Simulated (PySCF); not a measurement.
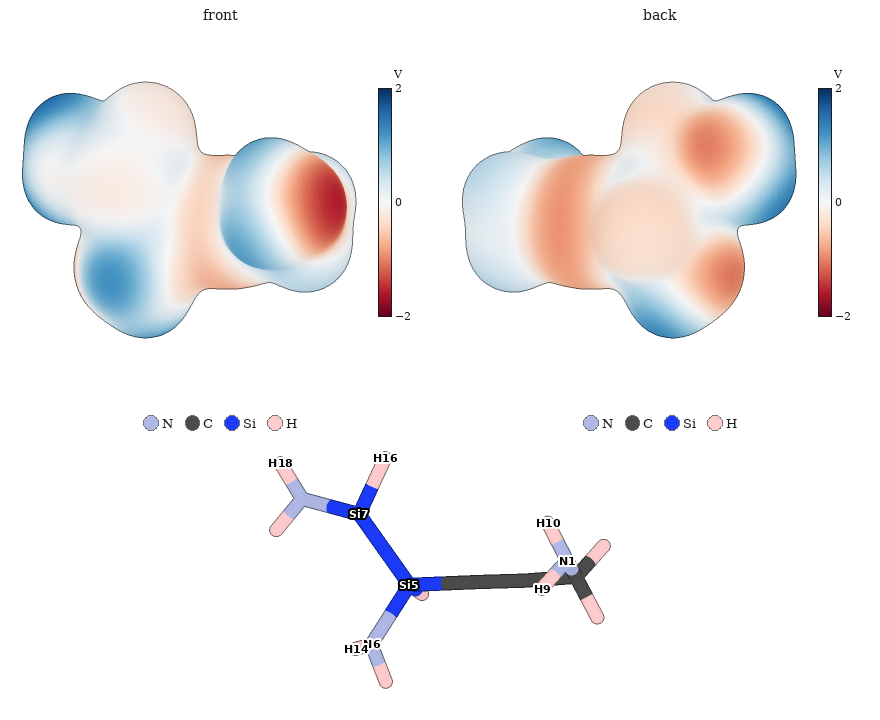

*C3H10N3Si2 (doublet). The electrostatic potential painted on the density surface at 0.001 e/bohr³, seen from the front and from behind; red is negative and blue positive. The bare structure is drawn below in the same view.*

Geometry: GFN2-xTB.

These are results of PySCF, UKS B3LYP, pcH-1 on C H N Si, non-relativistic, mean-field spin-orbit, GIAO, not measurements.

```yaml
atoms:
  - { symbol: N, position_ang: [3.6304, 0.6939, 0.9343] }
  - { symbol: C, position_ang: [3.1811, -0.6906, 0.8061] }
  - { symbol: C, position_ang: [1.7426, -0.8170, 0.6030] }
  - { symbol: C, position_ang: [0.5495, -0.7975, 0.4290] }
  - { symbol: Si, position_ang: [-1.2923, -0.7665, 0.1821] }
  - { symbol: N, position_ang: [-2.1850, -0.4782, 1.6428] }
  - { symbol: Si, position_ang: [-1.6885, 1.1005, -1.0724] }
  - { symbol: N, position_ang: [-3.2639, 0.9740, -1.7900] }
  - { symbol: H, position_ang: [3.1598, 1.1362, 1.7180] }
  - { symbol: H, position_ang: [3.3819, 1.2151, 0.0990] }
  - { symbol: H, position_ang: [3.4738, -1.2245, 1.7174] }
  - { symbol: H, position_ang: [3.7116, -1.1405, -0.0407] }
  - { symbol: H, position_ang: [-1.6439, -2.1665, -0.1194] }
  - { symbol: H, position_ang: [-2.1569, 0.4355, 2.0657] }
  - { symbol: H, position_ang: [-2.1581, -1.1807, 2.3637] }
  - { symbol: H, position_ang: [-0.8610, 1.3474, -2.2702] }
  - { symbol: H, position_ang: [-4.0573, 0.7839, -1.2001] }
  - { symbol: H, position_ang: [-3.5325, 1.5818, -2.5456] }
```

**Which sites attract a positive test charge, and which a negative one?**

A positive charge is drawn to the negative regions and a negative charge to the positive ones. The most negative region (about −1.5 V) lies over N1, the most positive (about +1.4 V) over H18. N1 is the likeliest acceptor of a hydrogen bond.
